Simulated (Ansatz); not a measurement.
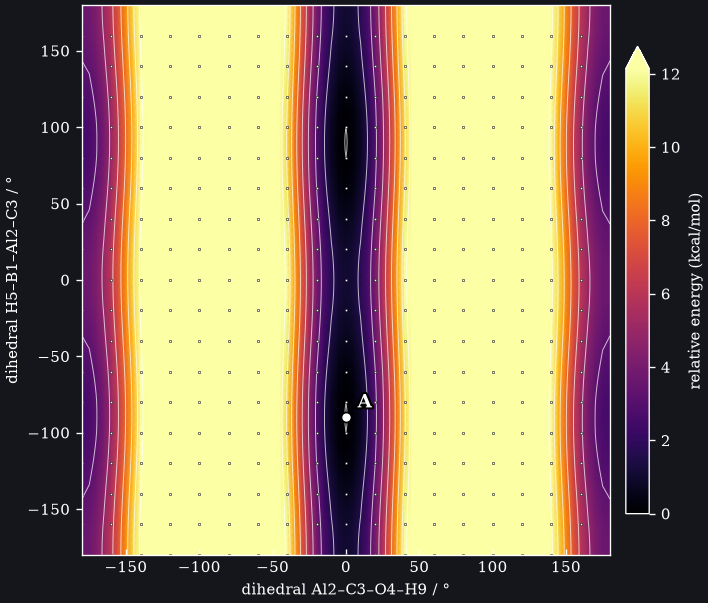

CH5AlBO, SMILES [BH2][AlH][CH+]O, charge +1. 
- Coordinates scanned: (1) dihedral Al2–C3–O4–H9; (2) dihedral H5–B1–Al2–C3.
- Nothing is relaxed (all other coordinates rigid).
- The grid has 18 × 18 points; 126 points were computed and 198 follow by symmetry.
- Points are written as (first, second).
- Energies: kcal/mol, counted from the lowest grid point.
- Computed with Ansatz, RHF/def2-TZVP.

The picture shows a smooth colour map with a few white contour lines, dots at the grid points, one colour for all values above the top of the scale, the well A. Between grid points the surface is interpolated.

**Where is the minimum, and how stiff is the well along each coordinate? Take the well at A.**

The interpolated minimum is at dihedral Al2–C3–O4–H9 ≈ 0°, dihedral H5–B1–Al2–C3 ≈ −90°. The curvatures there are about 2.2 eV/rad² and 0.088 eV/rad², with a cross term of about 0 eV/rad². Round the minimum the two coordinates are nearly uncoupled. (1 eV is 23.1 kcal/mol.)
